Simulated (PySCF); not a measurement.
**InH2ClO (SMILES [OH][InH][Cl]): MP2/def2-TZVPP (core potential)**

What is the vertical ionisation energy of InH2ClO at MP2/def2-TZVPP (core potential)? The job is set up through a Python script.

The results are computed with PySCF 2.14.0.

## Step 1: The structure to begin with

The species is InH2ClO (5 atoms), meant as a singlet with charge 0. SMILES: `[OH][InH][Cl]`. The coordinates come from a PBE0-D4/def2-TZVP relaxation. This is one conformer, not always the lowest.

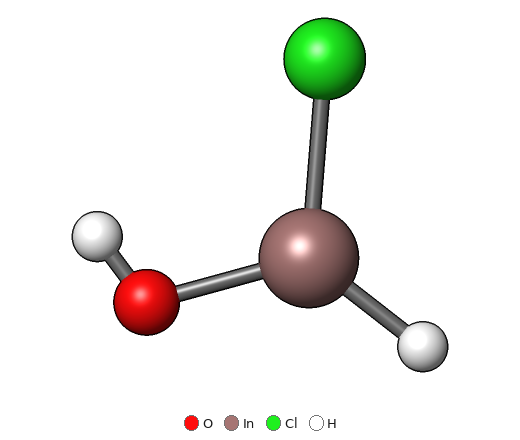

Viewed from a chosen angle; oxygen red, indium brown, chlorine green, hydrogen white.

## Step 2: The energy at MP2/def2-TZVPP (core potential)

run.py reads:

```python
from pyscf import gto, scf, mp

molecule = gto.M(
    atom=[
    ('O', (-1.390100, 0.131800, -0.577000)),
    ('In', (0.449500, 0.401800, 0.067200)),
    ('Cl', (1.287900, -1.597300, 0.930400)),
    ('H', (-1.681700, -0.774800, -0.447000)),
    ('H', (1.334300, 1.838500, 0.026500)),
],
    max_memory=1860,
    verbose=3,
    charge=0,
    basis='def2-tzvpp',
    spin=0,
    ecp={'In': 'def2-svp'},
)

mf = scf.RHF(molecule)
mf.conv_tol = 1e-10
mf.kernel()
if not mf.converged:
    mf = mf.newton().run(mf.mo_coeff, mf.mo_occ)

pt = mp.MP2(mf, frozen=10).run()
etot = pt.e_tot
print('E(%s) = %.9f' % ('MP2', etot))
```

Launch:

```sh
OMP_NUM_THREADS=1 python run.py
```

What it wrote:

```text
converged SCF energy = -724.849688041339
E(RMP2) = -725.568292937482  E_corr = -0.718604896142973
E(SCS-RMP2) = -725.533116209003  E_corr = -0.683428167663508
E(MP2) = -725.568292937
```

Wall time 11 s (1 thread of Arm Neoverse V1, shared host); peak memory 0.78 GiB.

## Step 3: The doublet cation

geometry.xyz reads:

```xyz
5

O     -1.390100     0.131800    -0.577000
In     0.449500     0.401800     0.067200
Cl     1.287900    -1.597300     0.930400
H     -1.681700    -0.774800    -0.447000
H      1.334300     1.838500     0.026500
```

input.py reads:

```python
from pyscf import gto, mp

mol = gto.Mole()
mol.atom = 'geometry.xyz'
mol.ecp = {'In': 'def2-svp'}
mol.basis = 'def2-tzvpp'
mol.spin = 1
mol.max_memory = 1860
mol.charge = 1
mol.verbose = 4
mol.build()

mf = mol.UHF()
mf.conv_tol = 1e-10
mf.kernel()
if not mf.converged:
    mf = mf.newton().run(mf.mo_coeff, mf.mo_occ)

pt = mp.MP2(mf, frozen=10).run()
e_tot = pt.e_tot
print(f'total energy: {e_tot:.8f} hartree')
```

Launch:

```sh
OMP_NUM_THREADS=1 python input.py
```

What it wrote:

```text
PySCF version 2.14.0

[INPUT] num. atoms = 5
[INPUT] num. electrons = 47
[INPUT] charge = 1
[INPUT] spin (= nelec alpha-beta = 2S) = 1
[INPUT] symmetry False subgroup None
[INPUT] Mole.unit = angstrom
[INPUT] Symbol           X                Y                Z      unit          X                Y                Z       unit  Magmom
[INPUT]  1 O     -1.390100000000   0.131800000000  -0.577000000000 AA   -2.626908285758   0.249065903218  -1.090371973874 Bohr   0.0
[INPUT]  2 In     0.449500000000   0.401800000000   0.067200000000 AA    0.849431892992   0.759291956850   0.126989595571 Bohr   0.0
[INPUT]  3 Cl     1.287900000000  -1.597300000000   0.930400000000 AA    2.433778275827  -3.018459538768   1.758201186295 Bohr   0.0
[INPUT]  4 H     -1.681700000000  -0.774800000000  -0.447000000000 AA   -3.177952423681  -1.464159801313  -0.844707577681 Bohr   0.0
[INPUT]  5 H      1.334300000000   1.838500000000   0.026500000000 AA    2.521461568007   3.474261480013   0.050077742301 Bohr   0.0

nuclear repulsion = 168.631609123536
number of shells = 53
number of NR pGTOs = 232
number of NR cGTOs = 151
basis = def2-tzvpp
ecp = {'In': 'def2-svp'}

******** <class 'pyscf.scf.uhf.UHF'> ********
method = UHF
initial guess = minao
damping factor = 0
level_shift factor = 0
DIIS = <class 'pyscf.scf.diis.CDIIS'>
diis_start_cycle = 1
diis_space = 8
diis_damp = 0
SCF conv_tol = 1e-10
SCF conv_tol_grad = None
SCF max_cycles = 50
direct_scf = True
direct_scf_tol = 1e-13
number electrons alpha = 24  beta = 23
Set gradient conv threshold to 1e-05
init E= -691.38007839571
[... the frontier-level lines of each cycle are left out ...]

cycle= 1 E= -724.037206953509  delta_E= -32.7  |g|= 1.28  |ddm|= 33.4
cycle= 2 E= -724.317179701464  delta_E= -0.28  |g|= 0.662  |ddm|= 3.03
cycle= 3 E= -724.454326968179  delta_E= -0.137  |g|= 0.168  |ddm|= 0.735
cycle= 4 E= -724.466168252959  delta_E= -0.0118  |g|= 0.0621  |ddm|= 0.133
cycle= 5 E= -724.468991517422  delta_E= -0.00282  |g|= 0.0239  |ddm|= 0.0728
cycle= 6 E= -724.470637303524  delta_E= -0.00165  |g|= 0.00895  |ddm|= 0.0598
cycle= 7 E= -724.470947748199  delta_E= -0.00031  |g|= 0.00607  |ddm|= 0.0234
cycle= 8 E= -724.471095857712  delta_E= -0.000148  |g|= 0.00422  |ddm|= 0.0215
cycle= 9 E= -724.471181431727  delta_E= -8.56e-05  |g|= 0.0026  |ddm|= 0.022
cycle= 10 E= -724.47122249198  delta_E= -4.11e-05  |g|= 0.00155  |ddm|= 0.0177
cycle= 11 E= -724.471237052105  delta_E= -1.46e-05  |g|= 0.0012  |ddm|= 0.00739
cycle= 12 E= -724.471248787482  delta_E= -1.17e-05  |g|= 0.000915  |ddm|= 0.00569
cycle= 13 E= -724.471256313095  delta_E= -7.53e-06  |g|= 0.000718  |ddm|= 0.00478
cycle= 14 E= -724.471263718294  delta_E= -7.41e-06  |g|= 0.000441  |ddm|= 0.00709
cycle= 15 E= -724.471266371073  delta_E= -2.65e-06  |g|= 0.000238  |ddm|= 0.00519
cycle= 16 E= -724.47126677057  delta_E= -3.99e-07  |g|= 0.000144  |ddm|= 0.00193
cycle= 17 E= -724.47126686403  delta_E= -9.35e-08  |g|= 8.63e-05  |ddm|= 0.00081
cycle= 18 E= -724.471266901072  delta_E= -3.7e-08  |g|= 4.95e-05  |ddm|= 0.000598
cycle= 19 E= -724.471266910163  delta_E= -9.09e-09  |g|= 2.68e-05  |ddm|= 0.000259
cycle= 20 E= -724.471266913828  delta_E= -3.66e-09  |g|= 1.37e-05  |ddm|= 0.000201
cycle= 21 E= -724.471266914706  delta_E= -8.79e-10  |g|= 6.06e-06  |ddm|= 0.000112
cycle= 22 E= -724.47126691481  delta_E= -1.04e-10  |g|= 2.87e-06  |ddm|= 3.61e-05
cycle= 23 E= -724.471266914825  delta_E= -1.48e-11  |g|= 1.89e-06  |ddm|= 1.03e-05
Extra cycle  E= -724.471266914828  delta_E= -3.18e-12  |g|= 1.62e-06  |ddm|= 2.56e-06
converged SCF energy = -724.471266914828  <S^2> = 0.76141721  2S+1 = 2.0113848

******** <class 'pyscf.mp.ump2.UMP2'> ********
nocc = (np.int64(14), np.int64(13)), nmo = (141, 141)
frozen orbitals 10
E(UMP2) = -725.151594010647  E_corr = -0.680327095818853
E(SCS-UMP2) = -725.119502217729  E_corr = -0.648235302900433
E_corr(same-spin) = -0.194027552402528
E_corr(oppo-spin) = -0.486299543416325
total energy: -725.15159401 hartree
```

Run time: 43 s. Hardware: 1 thread of Arm Neoverse V1, shared host; peak memory 1.1 GiB.

## Step 4: Results

At MP2/def2-TZVPP (core potential), 10 core orbitals frozen:

| quantity | value |
| --- | --- |
| singlet InH2ClO: total energy | -725.56829 Eh |
| singlet InH2ClO: dipole moment (Hartree–Fock density) | 1.57 D |
| singlet InH2ClO: HOMO energy (Hartree–Fock orbitals) | -12.01 eV |
| singlet InH2ClO: LUMO energy (Hartree–Fock orbitals) | 0.83 eV |
| singlet InH2ClO: HOMO–LUMO gap (Hartree–Fock orbitals) | 12.83 eV |
| singlet InH2ClO: correlation energy (10 core orbitals frozen) | -718.6 mEh |
| doublet cation: total energy | -725.15159 Eh |
| doublet cation: HOMO energy (Hartree–Fock orbitals) (highest over α and β) | -17.79 eV |
| doublet cation: LUMO energy (Hartree–Fock orbitals) (lowest over α and β) | -8.69 eV |
| doublet cation: correlation energy (10 core orbitals frozen) | -680.3 mEh |
| doublet cation: ⟨S²⟩ of the reference determinant | 0.761 |
| vertical ionisation energy (to the doublet cation) | 11.339 eV |

**Reading.** Removing an electron at fixed nuclei costs 11.34 eV (261 kcal/mol). Mulliken charges (singlet InH2ClO) of the mean-field density run from -0.68 on O1 to +1.09 on In2; they depend strongly on the basis.
